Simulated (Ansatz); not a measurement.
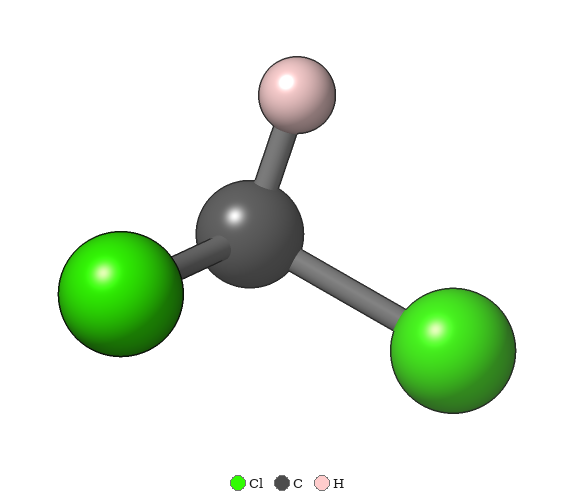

State: charge −1, singlet. Geometry: atoms displaced at random (about 0.03 Å) from a stationary point of GFN2-xTB. Level of theory: RHF-CCSD(T), frozen core/def2-TZVPPD (Ansatz 0.2.0).

**What is the T1 diagnostic?**

0.011.
